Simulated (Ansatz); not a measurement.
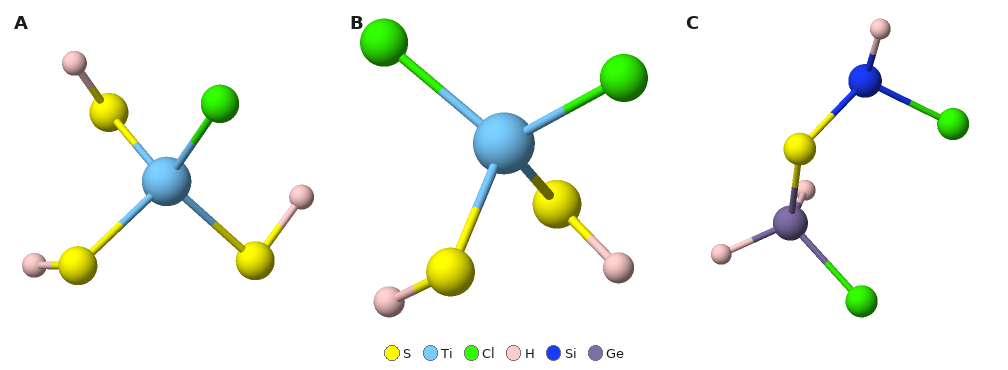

```sh
ansatz run in.yaml --threads 2 --pin off --events-out ev --progress --plain --max-ram 32768MiB --backend cuda --devices 0, --max-vram 18GiB
```

```yaml
crystal:
  periodic: [false, false, false]
  atoms:
    - {symbol: S, position_ang: [-2.258939, 0.183394, -0.156240]}
    - {symbol: Ti, position_ang: [-0.015136, 0.375586, -0.023392]}
    - {symbol: S, position_ang: [0.630320, -1.492190, 1.087714]}
    - {symbol: S, position_ang: [0.704570, 0.306338, -2.169488]}
    - {symbol: Cl, position_ang: [0.646459, 2.207568, 0.965255]}
    - {symbol: H, position_ang: [-2.361657, 0.439270, 1.166219]}
    - {symbol: H, position_ang: [1.872029, -0.982173, 1.237185]}
    - {symbol: H, position_ang: [0.782364, -1.037782, -2.107252]}
basis:
  gaussian: {orbitals: def2-TZVPP}
hamiltonian: {xc: {name: wB97M-V}}
output: {forces: true, orbitals: {seedname: orbitals}}
```

Question: Which picture belongs to the input above?

Answer: A. The file holds ClH3S3Ti, `[SH][Ti]([SH])([SH])[Cl]`.
